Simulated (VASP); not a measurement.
# Sr2C in VASP: relaxing the cell with several functionals

Aim: the equilibrium cell of Sr2C built on the antifluorite prototype with PBEsol and LDA. This is a trial cell built on a prototype, not taken from a measured structure, and it needn't be the compound's ground state.

Program: VASP 6.6.1. PAW datasets, plane waves, zero pressure. Simulation only: spin-unpolarised, and no claim that this is the phase found in nature.

### 1 Starting point

The cell comes from an earlier relaxation with PBE in another program.

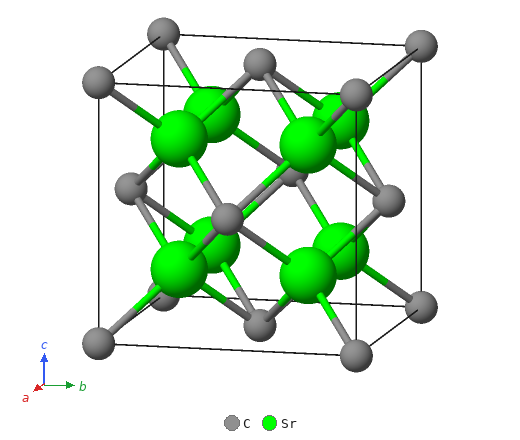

View slightly off an axis; carbon grey, strontium green. The conventional cell is drawn.

Coordinates:

```
CELL_PARAMETERS angstrom
0.00000 3.37009 3.37009
3.37009 0.00000 3.37009
3.37009 3.37009 0.00000
ATOMIC_POSITIONS crystal
C 0.00000 0.00000 0.00000
Sr 0.25000 0.25000 0.25000
Sr 0.75000 0.75000 0.75000
```

### 2 Relaxing with PBEsol

Input file INCAR:

```
ENCUT = 600.000000
SIGMA = 0.020000
EDIFF = 1.00e-07
EDIFFG = -5.00e-03
GGA = PS
PREC = Accurate
IBRION = 2
ISIF = 3
ISMEAR = -1
NBANDS = 19
NELM = 120
NSW = 40
LASPH = .TRUE.
LCHARG = .FALSE.
LWAVE = .FALSE.
LREAL = .FALSE.
```

Input file KPOINTS:

```
KPOINTS created by Atomic Simulation Environment
0
Gamma
6 6 6
0 0 0
```

Input file POSCAR:

```
C  Sr
 1.0000000000000000
     0.0000000000000000    3.3700852212401462    3.3700852212401462
     3.3700852212401462    0.0000000000000000    3.3700852212401462
     3.3700852212401462    3.3700852212401462    0.0000000000000000
 C   Sr
   1   2
Cartesian
  0.0000000000000000 -0.0000000000000000 -0.0000000000000000
  1.6850426106200731  1.6850426106200731  1.6850426106200731
  5.0551278318602195  5.0551278318602195  5.0551278318602195
```

The run uses the recommended PBE PAW datasets (24 valence electrons a neutral cell).

On the command line:

```console
> mpirun -np 1 vasp_std
```

The first run moved the cell so far that it was started again from its end, on a fresh basis. The second run's POSCAR:

```
C  Sr
 1.0000000000000000
     0.0000000000000000    3.3158619122051660    3.3158619122051660
     3.3158619122051660   -0.0000000000000000    3.3158619122051660
     3.3158619122051660    3.3158619122051660   -0.0000000000000000
 C   Sr
   1   2
Cartesian
  0.0000000000000000  0.0000000000000000  0.0000000000000000
  1.6579309561025830  1.6579309561025830  1.6579309561025830
  4.9737928683077488  4.9737928683077488  4.9737928683077488
```

The files below are the second run's.

Standard output, without the iteration lines:

```text
POSCAR found type information on POSCAR C Sr
 POSCAR found :  2 types and       3 ions
 -----------------------------------------------------------------------------
|                                                                             |
|                                                                             |
|     You enforced a specific xc type in the INCAR file but a different       |
|     I HOPE YOU KNOW WHAT YOU ARE DOING!                                     |
|                                                                             |
 -----------------------------------------------------------------------------

 LDA part: xc-table for (Slater+PW92), standard interpolation
 POSCAR, INCAR and KPOINTS ok, starting setup
 FFT: planning ... GRIDC
 FFT: planning ... GRID_SOFT
 FFT: planning ... GRID
 WAVECAR not read
 WARNING: random wavefunctions but no delay for mixing, default for NELMDL
 entering main loop
 curvature:   0.00 expect dE= 0.000E+00 dE for cont linesearch  0.000E+00
 search vector abs. value=  0.394E-06
 reached required accuracy - stopping structural energy minimisation
```

OSZICAR:

```text
N       E                     dE             d eps       ncg     rms          rms(c)
DAV:   1     0.127480859578E+03    0.12748E+03   -0.12983E+04   608   0.129E+03
DAV:   2    -0.378203036521E+01   -0.13126E+03   -0.12735E+03   713   0.266E+02
DAV:   3    -0.143856243069E+02   -0.10604E+02   -0.10548E+02   997   0.580E+01
DAV:   4    -0.147104046650E+02   -0.32478E+00   -0.32446E+00   898   0.869E+00
DAV:   5    -0.147143556957E+02   -0.39510E-02   -0.39509E-02   868   0.868E-01    0.212E+01
DAV:   6    -0.120019846024E+02    0.27124E+01   -0.30970E+01   708   0.133E+01    0.236E+01
DAV:   7    -0.116538518947E+02    0.34813E+00   -0.36891E+00   767   0.491E+00    0.143E+01
DAV:   8    -0.115823497716E+02    0.71502E-01   -0.48676E-01   702   0.286E+00    0.840E-01
DAV:   9    -0.115737170379E+02    0.86327E-02   -0.73743E-02   889   0.673E-01    0.448E-01
DAV:  10    -0.115738164344E+02   -0.99397E-04   -0.91915E-04   753   0.150E-01    0.248E-01
DAV:  11    -0.115738817002E+02   -0.65266E-04   -0.23741E-04   774   0.935E-02    0.432E-02
DAV:  12    -0.115738784351E+02    0.32651E-05   -0.60984E-05   726   0.257E-02    0.144E-02
DAV:  13    -0.115738793865E+02   -0.95141E-06   -0.29049E-05   820   0.141E-02    0.811E-03
DAV:  14    -0.115738784917E+02    0.89481E-06   -0.43147E-06   592   0.477E-03    0.278E-03
DAV:  15    -0.115738783323E+02    0.15937E-06   -0.29375E-07   604   0.225E-03    0.111E-03
DAV:  16    -0.115738782702E+02    0.62106E-07   -0.11581E-08   409   0.735E-04
   1 F= -.11573878E+02 E0= -.11573378E+02  d E =-.115739E+02
```

Parts of OUTCAR:

```text
k-points           NKPTS =     16   k-points in BZ     NKDIM =     16   number of bands    NBANDS=     19

   NELECT =      24.0000    total number of electrons

   dimension x,y,z NGX =    40 NGY =   40 NGZ =   40
   dimension x,y,z NGXF=    80 NGYF=   80 NGZF=   80

  energy-cutoff  :      600.00
  volume of cell :       72.92
      direct lattice vectors                 reciprocal lattice vectors
     0.000000000  3.315861912  3.315861912    -0.150790357  0.150790357  0.150790357
     3.315861912  0.000000000  3.315861912     0.150790357 -0.150790357  0.150790357
     3.315861912  3.315861912  0.000000000     0.150790357  0.150790357 -0.150790357

 k-points in reciprocal lattice and weights: KPOINTS created by Atomic Simulation Env
   0.00000000  0.00000000  0.00000000       0.005
   0.16666667  0.00000000  0.00000000       0.037
   0.33333333  0.00000000  0.00000000       0.037
   0.50000000  0.00000000  0.00000000       0.019
   0.16666667  0.16666667  0.00000000       0.028
   0.33333333  0.16666667  0.00000000       0.111
   0.50000000  0.16666667  0.00000000       0.111
  -0.33333333  0.16666667  0.00000000       0.111
[... 8 more k-points ...]

 E-fermi :   3.0501

 k-point     1 :       0.0000    0.0000    0.0000
  band No.  band energies     occupation
      1     -32.1542      2.00000
      2     -31.8360      2.00000
      3     -14.4555      2.00000
      4     -14.4555      2.00000
      5     -14.4555      2.00000
      6     -13.7214      2.00000
      7     -13.7214      2.00000
      8     -13.7214      2.00000
      9      -5.2510      2.00000
     10       1.5233      2.00000
     11       1.5233      2.00000
     12       1.5233      2.00000
     13       3.0326      1.41100
     14       4.2573      0.00000
     15       4.2573      0.00000
     16       8.3407      0.00000
     17       8.3407      0.00000
     18       8.3407      0.00000
     19      10.9064      0.00000

 k-point     2 :       0.1667    0.0000    0.0000
  band No.  band energies     occupation
      1     -32.1323      2.00000
      2     -31.8567      2.00000
      3     -14.4324      2.00000
      4     -14.4153      2.00000
      5     -14.4153      2.00000
      6     -13.8122      2.00000
      7     -13.7806      2.00000
      8     -13.7806      2.00000
      9      -5.0925      2.00000
     10       1.1622      2.00000
     11       1.7129      2.00000
     12       1.7129      2.00000
     13       4.1124      0.00000
     14       4.5111      0.00000
     15       4.5111      0.00000
     16       7.3387      0.00000
     17       8.2135      0.00000
     18       8.2135      0.00000
     19      10.7607      0.00000

 k-point     3 :       0.3333    0.0000    0.0000
  band No.  band energies     occupation
      1     -32.0728      2.00000
      2     -31.9137      2.00000
      3     -14.3586      2.00000
      4     -14.2994      2.00000
      5     -14.2994      2.00000
      6     -14.0155      2.00000
      7     -13.9340      2.00000
      8     -13.9340      2.00000
      9      -4.7999      2.00000
     10       1.1775      2.00000
     11       2.1530      2.00000
     12       2.1530      2.00000
     13       5.1957      0.00000
     14       5.1957      0.00000
     15       5.2386      0.00000
     16       6.7529      0.00000
     17       7.7467      0.00000
     18       7.7467      0.00000
     19       8.9000      0.00000

[... the tables of k-points 4 to 16 left out ...]

  Total       -0.0028568     -0.0028568     -0.0028568     -0.0000000      0.0000000     -0.0000000
  in kB       -0.0627738     -0.0627738     -0.0627738     -0.0000000      0.0000000     -0.0000000
  external PRESSURE =      -0.0627738 kB  Pullay stress =       0.0000000 kB

 POSITION                                       TOTAL-FORCE (eV/Angst)
 -----------------------------------------------------------------------------------
      0.00000      0.00000      0.00000         0.000000      0.000000      0.000000
      1.65793      1.65793      1.65793        -0.000000     -0.000000      0.000000
      4.97379      4.97379      4.97379        -0.000000     -0.000000     -0.000000
 -----------------------------------------------------------------------------------
    total drift:                                0.000000     -0.000000      0.000000

  FREE ENERGIE OF THE ION-ELECTRON SYSTEM (eV)
  ---------------------------------------------------
  free  energy   TOTEN  =       -11.5738782702 eV

  energy  without entropy=      -11.5728770616  energy(sigma->0) =      -11.57337767
```

CONTCAR

```
C  Sr
   1.00000000000000
     0.0000000000000000    3.3158619122051660    3.3158619122051660
     3.3158619122051660    0.0000000000000000    3.3158619122051660
     3.3158619122051660    3.3158619122051660    0.0000000000000000
  C               Sr
     1     2
Direct
     0.0000000000000000    0.0000000000000000    0.0000000000000000
     0.2500000000000000    0.2500000000000000    0.2500000000000000
     0.7500000000000000    0.7500000000000000    0.7500000000000000

  0.00000000E+00  0.00000000E+00  0.00000000E+00
  0.00000000E+00  0.00000000E+00  0.00000000E+00
  0.00000000E+00  0.00000000E+00  0.00000000E+00
```

Run time: 42 s. Hardware: 1 MPI rank of Intel Xeon Platinum 8488C, shared host; peak memory 0.23 GiB.

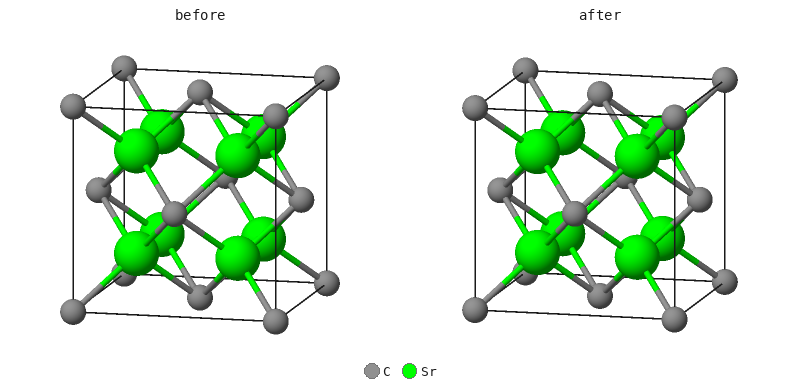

Before and after, at one scale.

|  | before | after | change |
| --- | --- | --- | --- |
| a (Å) | 6.740 | 6.632 | -1.61 % |
| volume (Å³/atom) | 25.517 | 24.305 | -4.75 % |
| shortest distance (Å) | 2.919 | 2.872 | -1.61 % |
| space group | Fm-3m | Fm-3m | same |

### 3 Relaxing with LDA

Edit INCAR of step 2 so:

```diff
@@ -4,3 +4,3 @@
 EDIFFG = -5.00e-03
-GGA = PS
+GGA = CA
 PREC = Accurate
```

KPOINTS is that of step 2.

POSCAR is that of step 2.

The run uses the recommended LDA PAW datasets (24 valence electrons a neutral cell).

On the command line:

```console
> mpirun -np 1 vasp_std
```

The first run moved the cell so far that it was started again from its end, on a fresh basis. The second run's POSCAR:

```
C  Sr
 1.0000000000000000
    -0.0000000000000000    3.2649865482791434    3.2649865482791434
     3.2649865482791434   -0.0000000000000000    3.2649865482791434
     3.2649865482791434    3.2649865482791434    0.0000000000000000
 C   Sr
   1   2
Cartesian
  0.0000000000000000  0.0000000000000000  0.0000000000000000
  1.6324932741395717  1.6324932741395717  1.6324932741395717
  4.8974798224187150  4.8974798224187150  4.8974798224187150
```

The files below are the second run's.

Printed to the terminal (iteration lines stand in OSZICAR):

```text
POSCAR found type information on POSCAR C Sr
 POSCAR found :  2 types and       3 ions
 LDA part: xc-table for (Slater(with rela. corr.)+CA(PZ))
 , standard interpolation
 POSCAR, INCAR and KPOINTS ok, starting setup
 FFT: planning ... GRIDC
 FFT: planning ... GRID_SOFT
 FFT: planning ... GRID
 WAVECAR not read
 WARNING: random wavefunctions but no delay for mixing, default for NELMDL
 entering main loop
 curvature:   0.00 expect dE= 0.000E+00 dE for cont linesearch  0.000E+00
 search vector abs. value=  0.200E-06
 reached required accuracy - stopping structural energy minimisation
```

OSZICAR:

```text
N       E                     dE             d eps       ncg     rms          rms(c)
DAV:   1     0.125887186637E+03    0.12589E+03   -0.13118E+04   608   0.131E+03
DAV:   2    -0.590164742679E+01   -0.13179E+03   -0.12917E+03   738   0.271E+02
DAV:   3    -0.156661232983E+02   -0.97645E+01   -0.97121E+01   994   0.569E+01
DAV:   4    -0.159230945984E+02   -0.25697E+00   -0.25681E+00   879   0.824E+00
DAV:   5    -0.159276920263E+02   -0.45974E-02   -0.45969E-02   897   0.970E-01    0.223E+01
DAV:   6    -0.128726606456E+02    0.30550E+01   -0.35561E+01   704   0.146E+01    0.252E+01
DAV:   7    -0.124433070225E+02    0.42935E+00   -0.43723E+00   749   0.543E+00    0.146E+01
DAV:   8    -0.123495289984E+02    0.93778E-01   -0.55578E-01   809   0.288E+00    0.899E-01
DAV:   9    -0.123408412497E+02    0.86877E-02   -0.70446E-02   825   0.682E-01    0.449E-01
DAV:  10    -0.123408993091E+02   -0.58059E-04   -0.91268E-04   886   0.169E-01    0.158E-01
DAV:  11    -0.123408476728E+02    0.51636E-04   -0.30936E-04   745   0.594E-02    0.234E-02
DAV:  12    -0.123408493155E+02   -0.16427E-05   -0.20547E-05   913   0.188E-02    0.143E-02
DAV:  13    -0.123408495473E+02   -0.23177E-06   -0.23906E-05   713   0.116E-02    0.831E-03
DAV:  14    -0.123408486546E+02    0.89269E-06   -0.74571E-06   593   0.597E-03    0.178E-03
DAV:  15    -0.123408486654E+02   -0.10809E-07   -0.20460E-07   559   0.185E-03
   1 F= -.12340849E+02 E0= -.12340447E+02  d E =-.123408E+02
```

Parts of OUTCAR:

```text
k-points           NKPTS =     16   k-points in BZ     NKDIM =     16   number of bands    NBANDS=     19

   NELECT =      24.0000    total number of electrons

   dimension x,y,z NGX =    40 NGY =   40 NGZ =   40
   dimension x,y,z NGXF=    80 NGYF=   80 NGZF=   80

  energy-cutoff  :      600.00
  volume of cell :       69.61
      direct lattice vectors                 reciprocal lattice vectors
     0.000000000  3.264986548  3.264986548    -0.153139988  0.153139988  0.153139988
     3.264986548  0.000000000  3.264986548     0.153139988 -0.153139988  0.153139988
     3.264986548  3.264986548  0.000000000     0.153139988  0.153139988 -0.153139988

 k-points in reciprocal lattice and weights: KPOINTS created by Atomic Simulation Env
   0.00000000  0.00000000  0.00000000       0.005
   0.16666667  0.00000000  0.00000000       0.037
   0.33333333  0.00000000  0.00000000       0.037
   0.50000000  0.00000000  0.00000000       0.019
   0.16666667  0.16666667  0.00000000       0.028
   0.33333333  0.16666667  0.00000000       0.111
   0.50000000  0.16666667  0.00000000       0.111
  -0.33333333  0.16666667  0.00000000       0.111
[... 8 more k-points ...]

 E-fermi :   3.2676

 k-point     1 :       0.0000    0.0000    0.0000
  band No.  band energies     occupation
      1     -31.8309      2.00000
      2     -31.4477      2.00000
      3     -14.2412      2.00000
      4     -14.2412      2.00000
      5     -14.2412      2.00000
      6     -13.4060      2.00000
      7     -13.4060      2.00000
      8     -13.4060      2.00000
      9      -5.0370      2.00000
     10       1.5711      2.00000
     11       1.5711      2.00000
     12       1.5711      2.00000
     13       3.3690      0.01254
     14       4.3106      0.00000
     15       4.3106      0.00000
     16       8.6535      0.00000
     17       8.6535      0.00000
     18       8.6535      0.00000
     19      11.3077      0.00000

 k-point     2 :       0.1667    0.0000    0.0000
  band No.  band energies     occupation
      1     -31.8045      2.00000
      2     -31.4726      2.00000
      3     -14.2164      2.00000
      4     -14.1963      2.00000
      5     -14.1963      2.00000
      6     -13.5126      2.00000
      7     -13.4745      2.00000
      8     -13.4745      2.00000
      9      -4.8570      2.00000
     10       1.2654      2.00000
     11       1.7767      2.00000
     12       1.7767      2.00000
     13       4.4355      0.00000
     14       4.5918      0.00000
     15       4.5918      0.00000
     16       7.6168      0.00000
     17       8.5027      0.00000
     18       8.5027      0.00000
     19      11.1771      0.00000

 k-point     3 :       0.3333    0.0000    0.0000
  band No.  band energies     occupation
      1     -31.7329      2.00000
      2     -31.5413      2.00000
      3     -14.1361      2.00000
      4     -14.0664      2.00000
      5     -14.0664      2.00000
      6     -13.7483      2.00000
      7     -13.6512      2.00000
      8     -13.6512      2.00000
      9      -4.5283      2.00000
     10       1.3474      2.00000
     11       2.2592      2.00000
     12       2.2592      2.00000
     13       5.3451      0.00000
     14       5.3451      0.00000
     15       5.4874      0.00000
     16       7.1372      0.00000
     17       7.9736      0.00000
     18       7.9736      0.00000
     19       9.2355      0.00000

[... the tables of k-points 4 to 16 left out ...]

  Total       -0.0020364     -0.0020364     -0.0020364      0.0000000     -0.0000000     -0.0000000
  in kB       -0.0468697     -0.0468697     -0.0468697      0.0000000     -0.0000000     -0.0000000
  external PRESSURE =      -0.0468697 kB  Pullay stress =       0.0000000 kB

 POSITION                                       TOTAL-FORCE (eV/Angst)
 -----------------------------------------------------------------------------------
      0.00000      0.00000      0.00000        -0.000000     -0.000000     -0.000000
      1.63249      1.63249      1.63249         0.000000      0.000000      0.000000
      4.89748      4.89748      4.89748        -0.000000     -0.000000     -0.000000
 -----------------------------------------------------------------------------------
    total drift:                                0.000000     -0.000000      0.000000

  FREE ENERGIE OF THE ION-ELECTRON SYSTEM (eV)
  ---------------------------------------------------
  free  energy   TOTEN  =       -12.3408486654 eV

  energy  without entropy=      -12.3400449108  energy(sigma->0) =      -12.34044679
```

CONTCAR

```
C  Sr
   1.00000000000000
     0.0000000000000000    3.2649865482791434    3.2649865482791434
     3.2649865482791434    0.0000000000000000    3.2649865482791434
     3.2649865482791434    3.2649865482791434    0.0000000000000000
  C               Sr
     1     2
Direct
     0.0000000000000000    0.0000000000000000    0.0000000000000000
     0.2500000000000000    0.2500000000000000    0.2500000000000000
     0.7500000000000000    0.7500000000000000    0.7500000000000000

  0.00000000E+00  0.00000000E+00  0.00000000E+00
  0.00000000E+00  0.00000000E+00  0.00000000E+00
  0.00000000E+00  0.00000000E+00  0.00000000E+00
```

It took 37 s on 1 MPI rank of Intel Xeon Platinum 8488C, shared host; peak memory 0.19 GiB.

```
                       before   after   change
                a (Å)   6.740   6.530  -3.12 %
     volume (Å³/atom)  25.517  23.203  -9.07 %
shortest distance (Å)   2.919   2.828  -3.12 %
          space group   Fm-3m   Fm-3m     same
```

### 4 What came out

| level | a (Å) | volume (Å³/atom) | space group |
| --- | --- | --- | --- |
| PBEsol | 6.632 | 24.305 | Fm-3m |
| LDA | 6.530 | 23.203 | Fm-3m |

The PBEsol run changed the volume by -4.7 % from its own start of 25.52 Å³/atom. The volume spreads over 4.7 %, from LDA to PBEsol.
